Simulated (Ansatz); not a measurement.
Breaking the O3–H4 bond in BeFHO (SMILES [OH][Be][F]) (multiplicity 1 held, fragments rigid). Energies count from the point at 0.954 Å.
Geometry at that point (charge 0, multiplicity 1):
```tsv
atom	x (Å)	y (Å)	z (Å)
Be	0.0293	0.0148	-0.0256
F	0.9828	0.5280	-0.8951
O	-0.9986	-0.4674	0.8245
H	-0.9734	-1.0724	1.5614
```

R- and RO- levels are restricted; in cc, def2 and unpolarised 6-31G sets they are followed outwards from rest. Unrestricted levels (U-) break spin symmetry where that is lower. Active spaces are followed from a long bond inwards. Curves can end on different states.

Correlated levels freeze the cores.

Codes used: Ansatz (Gaussian basis) for Hartree–Fock, density functionals and correlated methods. Values without a source in brackets are computed.

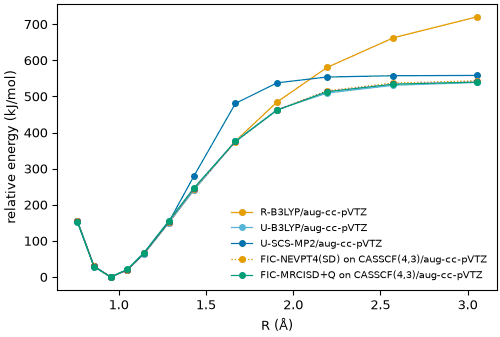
*Relative energy along the coordinate*

Doubts at one or more of the structures used: a restricted determinant that unrestricted orbitals would lower (R-B3LYP/aug-cc-pVTZ); a spin-contaminated determinant (U-B3LYP/aug-cc-pVTZ, U-SCS-MP2/aug-cc-pVTZ); active orbitals that take no part (FIC-NEVPT4(SD) on CASSCF(4,3)/aug-cc-pVTZ, FIC-MRCISD+Q on CASSCF(4,3)/aug-cc-pVTZ).

Ansatz is a first-principles code.
